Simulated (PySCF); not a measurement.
C3H10O3Sn, SMILES C[O][Sn]([CH2]C)([OH])[OH] at its GFN2-xTB optimised geometry (Å):

```
17

C     -1.1607    -3.2235     1.1797
C     -1.4607    -1.7910     1.5430
Sn    -0.7325    -0.3858     0.0000
O      1.2463    -0.3858     0.0000
O     -1.2165    -0.8950    -1.8418
O     -1.3179     1.5518     0.0000
C     -0.8354     2.5446     0.8613
H     -0.0909    -3.3908     1.0966
H     -1.5516    -3.8770     1.9598
H     -1.6253    -3.4977     0.2368
H     -2.5301    -1.6044     1.6266
H     -0.9613    -1.4937     2.4631
H      1.6253    -0.3977    -0.8794
H     -1.7203    -0.2182    -2.2958
H     -1.1566     3.4977     0.4366
H     -1.2537     2.4487     1.8659
H      0.2538     2.5431     0.9292
```

Computed with PBE0/def2-SVP, def2 effective core potentials past Kr in PySCF. The core electrons that the potentials of Sn replace are not part of the density. Cells within 0.4 Å of a nucleus heavier than hydrogen are left out (blank, or x).

Map of the deformation density (molecule minus spherical neutral atoms) (e/bohr³) on the plane z = 1.2 Å:

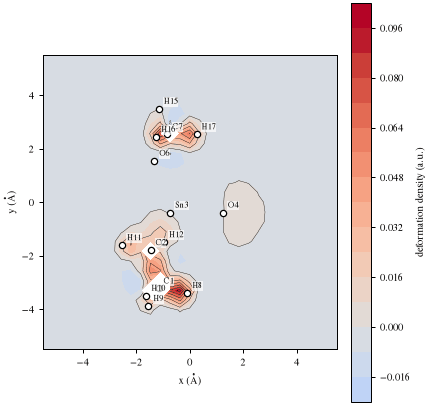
Figure: Deformation density (molecule minus spherical neutral atoms) (e/bohr³) on the plane z = 1.2 Å.
